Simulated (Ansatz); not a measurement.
```xyz
13

C    -0.3978   -0.8487    1.0747
C     0.4818   -0.3652   -0.0654
O    -0.1800    0.5380   -0.9087
N     1.6410    0.3535    0.4065
C     2.7818   -0.2680    0.7795
O     2.9353   -1.4690    0.8044
H     0.1759   -1.5248    1.7242
H    -1.2661   -1.4081    0.6897
H    -0.7582    0.0059    1.6672
H     0.8616   -1.2447   -0.6204
H    -1.0515    0.1808   -1.1045
H     1.5778    1.3647    0.4102
H     3.5835    0.4539    1.0698
```

These are results of RKS PBE0-D4/def2-SVP (Ansatz 0.2.0), not measurements.

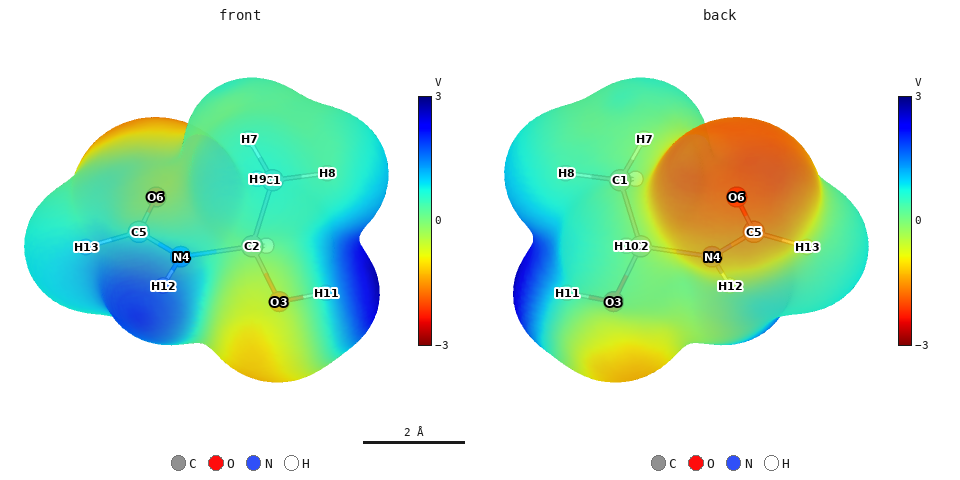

C3H7NO2 (SMILES CC(O)NC=O). The electrostatic potential painted on the density surface at 0.002 e/bohr³, seen from the front and from behind; red is negative and blue positive.

### Describe the electrostatic potential map.

The most negative region (about −2.0 V) lies over O6, the most positive (about +2.6 V) over H11. O6 is the likeliest acceptor of a hydrogen bond.
